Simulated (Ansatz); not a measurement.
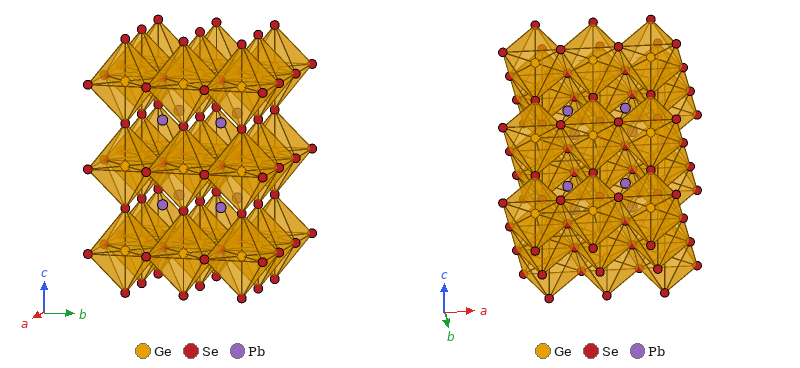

Polyhedra are drawn about Ge (bonds: Ge–Se below 3.4 Å); other atoms are plain spheres. Two views of the same piece.

GePbSe₂ (space group P4/mmm, No. 123): the end point of a relaxation with DFT, PBE, plane waves, PAW in Ansatz 0.2.0; the starting structure was generated, so it need not be a known form of this composition.

Sharing among the drawn polyhedra:

| site | polyhedron | corner-sharing neighbours | edge-sharing | face-sharing | bond (Å) |
| --- | --- | --- | --- | --- | --- |
| Ge | GeSe6 octahedron | 6 | 4 | 0 | 2.98–2.99 |

They form a three-dimensional framework of corner- and edge-sharing octahedra.
